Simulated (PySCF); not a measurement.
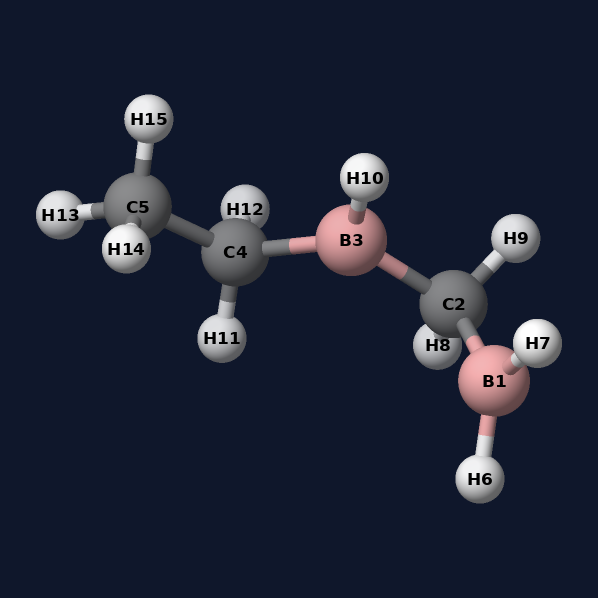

The geometry was computed by an optimisation with PBE0-D3(BJ)/def2-SVP. No frequency run is at hand to confirm it as a minimum. Electric field gradients from the ground-state density, B3LYP/pcJ-1 (PySCF 2.14.0), non-relativistic apart from any core potentials.

Give the largest field-gradient component, the quadrupole coupling constant and the asymmetry for 11B at B1 (Q = 40.59 mb), 11B at B3 (Q = 40.59 mb).

| atom | V_zz (a.u.) | e²qQ/h (MHz) | η |
| --- | --- | --- | --- |
| B1 | 0.584 | 5.57 | 0.01 |
| B3 | 0.562 | 5.36 | 0.09 |
